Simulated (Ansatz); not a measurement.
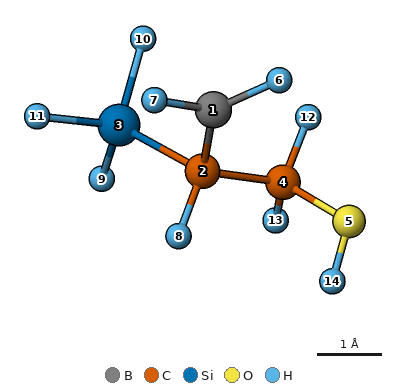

This is the input geometry for a relaxation of C2H9BOSi. Style: ball-and-stick. Shown from a free direction.

The run prepares the start of a later molecular dynamics calculation, from a guessed geometry.

Method: RKS r2SCAN/STO-3G in Ansatz.

The input:
```yaml
crystal:
  periodic: [false, false, false]
  atoms:
    - { symbol: B, position_ang: [-1.3484, 0.2972, 0.9061] }
    - { symbol: C, position_ang: [-0.1119, 0.3719, -0.0495] }
    - { symbol: Si, position_ang: [1.3917, 0.2926, 1.0151] }
    - { symbol: C, position_ang: [-0.0363, -0.768, -1.0672] }
    - { symbol: O, position_ang: [-1.2065, -0.6862, -1.9491] }
    - { symbol: H, position_ang: [-2.2057, -0.4974, 0.7848] }
    - { symbol: H, position_ang: [-1.5327, 1.1921, 1.7051] }
    - { symbol: H, position_ang: [-0.0543, 1.3602, -0.5989] }
    - { symbol: H, position_ang: [2.627, 0.384, 0.2228] }
    - { symbol: H, position_ang: [1.4366, -0.9747, 1.7989] }
    - { symbol: H, position_ang: [1.4156, 1.4188, 1.9945] }
    - { symbol: H, position_ang: [-0.143, -1.7474, -0.5176] }
    - { symbol: H, position_ang: [0.7858, -0.7431, -1.6699] }
    - { symbol: H, position_ang: [-1.031, 0.0707, -2.5463] }
basis:
  gaussian: { orbitals: STO-3G }
hamiltonian:
  xc: r2scan
relax:
  f_tol: 0.02
  max_steps: 40
scf:
  lower_state_search: "off"
```

Run as
```bash
ansatz run input.yaml --threads 1 --pin off --max-ram 2048MiB --backend cpu --events-out ev --progress --plain --runs-dir out
```

Question: Where does the relaxation end?

Answer: H6 moves most after the best rigid fit: 0.61 Å. By element the largest moves are H 0.61 Å, O 0.12 Å, C 0.09 Å, Si 0.09 Å, B 0.06 Å. Among the contacts that change: C4–H13 1.020 → 1.117 Å, C2–Si3 1.844 → 1.912 Å, Si3–H11 1.493 → 1.445 Å, O5–H14 0.980 → 1.027 Å. Bond angles that change, for instance: C2–C4–H13 114.5° → 109.5°, H12–C4–H13 112.7° → 107.7°, O5–C4–H13 106.6° → 111.5°. Groups turn about B1–C2 by about 30°. After 11 geometry steps the energy has fallen by 0.721 eV. The largest force component goes from 4.6 to 0.017 eV/Å.

History of the run:

```csv
step,"E − E(0), eV","largest force component, eV/Å"
0,0.0000,4.6459
1,-0.3940,2.2509
2,-0.6252,0.7557
3,-0.6443,1.2528
4,-0.6872,0.3375
5,-0.7098,0.1572
6,-0.7152,0.1363
7,-0.7170,0.1403
8,-0.7204,0.0585
9,-0.7212,0.0812
10,-0.7213,0.0486
11,-0.7214,0.0174
```

Final geometry:

```xyz
14

B    -1.3287    0.3569    0.8932
C    -0.1385    0.4068   -0.0809
Si    1.3642    0.2561    1.0922
C    -0.0733   -0.7454   -1.1477
O    -1.2311   -0.7595   -2.0459
H    -1.7978   -0.6742    1.2016
H    -1.7156    1.3362    1.4136
H    -0.0171    1.3826   -0.5792
H     2.5554    0.2218    0.2717
H     1.2854   -0.9632    1.8635
H     1.4308    1.3909    1.9848
H    -0.0885   -1.7284   -0.6350
H     0.8854   -0.6739   -1.7171
H    -1.1437    0.1639   -2.4861
```

After the run, drawn alike:

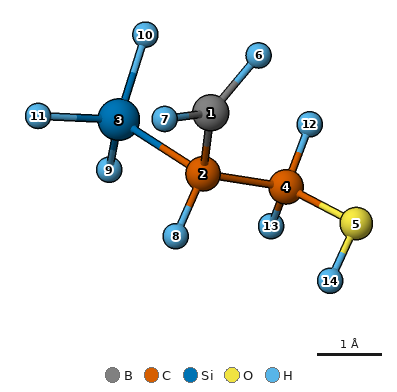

Limits of the set-up: STO-3G is a minimal basis, so the numbers are rough.
